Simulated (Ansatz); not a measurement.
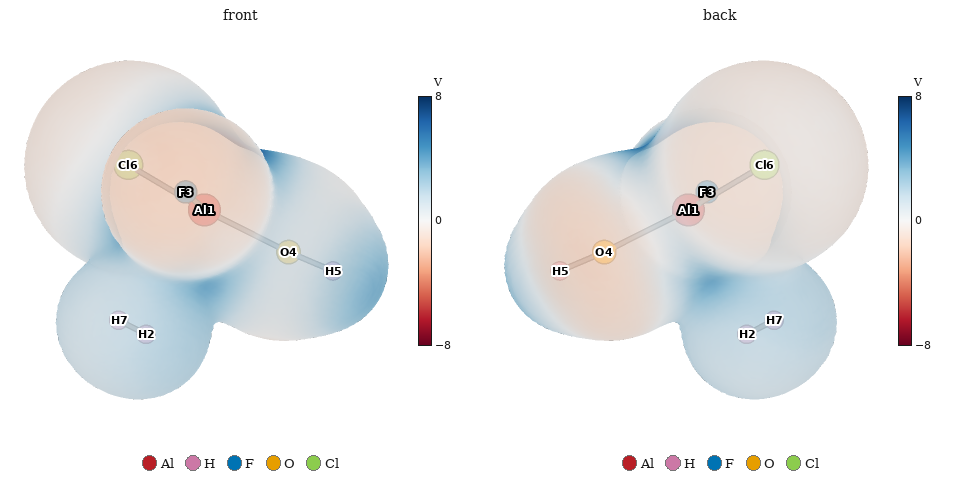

Figure 1: AlClFHO···H2. The electrostatic potential painted on the density surface at 0.004 e/bohr³, seen from the front and from behind; the colour scale runs from red (negative) to blue (positive).

The calculation used Ansatz, RHF/def2-SVP.

Input

```
crystal:
  periodic: [false, false, false]
  atoms:
    - { symbol: Al, position_ang: [-0.066838, 0.552318, -0.357338] }
    - { symbol: H, position_ang: [0.051719, -0.025201, 2.336325] }
    - { symbol: F, position_ang: [1.310861, -0.258115, -0.726155] }
    - { symbol: O, position_ang: [-1.57574, -0.083365, -0.632404] }
    - { symbol: H, position_ang: [-1.91826, -0.892815, -0.965613] }
    - { symbol: Cl, position_ang: [0.127512, 2.576683, 0.426367] }
    - { symbol: H, position_ang: [0.101345, 0.664194, 2.160318] }
basis:
  gaussian: { orbitals: def2-SVP }
hamiltonian:
  xc: hf
relax:
  f_tol: 0.03
  max_steps: 50
output:
  orbitals: {}
```

Command:

```sh
ansatz run input.yaml --threads 1 --pin off --max-ram 2048MiB --backend cpu --events-out ev --progress --plain --runs-dir out
```

The fields are those of the run's last geometry, not of the input's.

Q: Where is the surface potential most negative and most positive?

A: The most negative region (about −1.7 V, or −39 kcal/mol for a unit charge) lies over F3 and O4, the most positive (about +7.7 V, or +178 kcal/mol for a unit charge) over Al1.
